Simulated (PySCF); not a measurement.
```xyz
12

F    -1.8410   -1.5664    0.1224
C    -0.6470   -1.2910   -0.4625
F     0.1386   -2.3919   -0.3443
N    -0.0784   -0.1019   -0.1569
Si    1.6785   -0.0487   -0.2678
Si   -1.1865    1.1466    0.4040
H     2.0278   -0.6134   -1.5689
H     2.2350   -0.8330    0.8330
H     1.9830    1.3721   -0.1627
H    -2.2877    1.1793   -0.5549
H    -1.6451    0.7907    1.7455
H    -0.3759    2.3569    0.3871
```

Geometry: GFN2-xTB.

Theory: UKS B3LYP, pcH-1 on C F H N Si, non-relativistic, mean-field spin-orbit, GIAO (PySCF 2.14.0, density-fitted response routines).

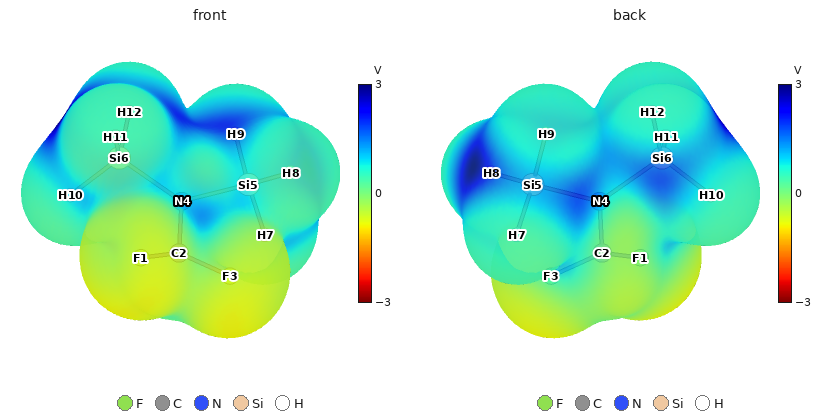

CH6F2NSi2 (doublet). The molecular electrostatic potential painted on the density surface at 0.004 e/bohr³, seen from the front and from behind; red is negative and blue positive.

### Where is the surface potential most negative and most positive?

The most negative region (about −0.9 V) lies over F1 and F3, the most positive (about +2.8 V) over Si5 and Si6.
